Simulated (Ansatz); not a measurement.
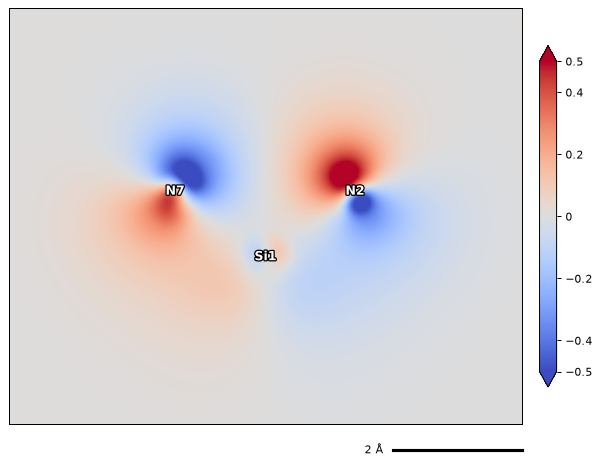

Figure 1: H6N2Si. The HOMO on the plane of atoms N2, Si1 and N7 (values in Å⁻³ᐟ²; the overall sign is arbitrary).

The calculation used RKS B3LYP-D4/6-31G* in Ansatz 0.2.0.

```yaml
atoms:
  - { symbol: Si, position_ang: [0.0016, -0.0953, 0.0572] }
  - { symbol: N, position_ang: [-0.0341, -0.0974, 1.7829] }
  - { symbol: H, position_ang: [-0.9092, -0.0165, 2.2855] }
  - { symbol: H, position_ang: [0.7364, 0.2994, 2.3051] }
  - { symbol: H, position_ang: [1.4643, -0.0920, -0.2502] }
  - { symbol: H, position_ang: [-0.6061, 1.0689, -0.6567] }
  - { symbol: N, position_ang: [-0.9415, -1.4295, -0.4999] }
  - { symbol: H, position_ang: [-0.7030, -2.3790, -0.2423] }
  - { symbol: H, position_ang: [-1.3907, -1.3881, -1.4055] }
```

**Where does this orbital lie, and at what energy?**

Its weight (Hirshfeld) is mainly on N2 (about 30 %), N7 (about 30 %), Si1 (about 15 %), H5 (about 5 %) and H6 (about 5 %). Its energy is −6.63 eV.
